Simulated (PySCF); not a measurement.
Sn(SH)2, H2S2Sn, SMILES [SH][Sn][SH] at its PBE0/def2-SVP optimised geometry (Å):

```
5

Sn    -0.5447    -0.5625     0.0000
S      1.9053    -0.5625     0.0000
H      1.9752    -1.9128    -0.0003
S     -0.6233     1.8861     0.0000
H     -1.9752     1.9128    -0.0010
```

Level of theory: PBE0/def2-TZVP, def2 effective core potentials past Kr in PySCF. The core electrons that the potentials of Sn replace are not part of the density. Cells within 0.4 Å of a nucleus heavier than hydrogen are left out (blank, or x).

Map of the electrostatic potential (hartree/e), clipped to [-0.08, 0.12] on the plane z = 0.0 Å:

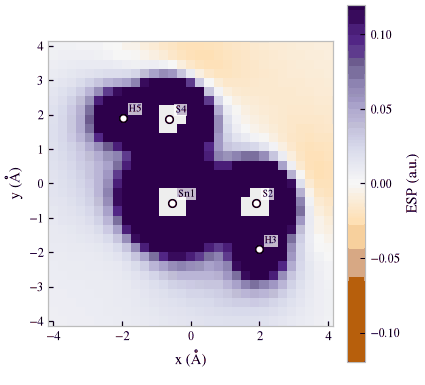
Figure. Electrostatic potential (hartree/e), clipped to [-0.08, 0.12] on the plane z = 0.0 Å.
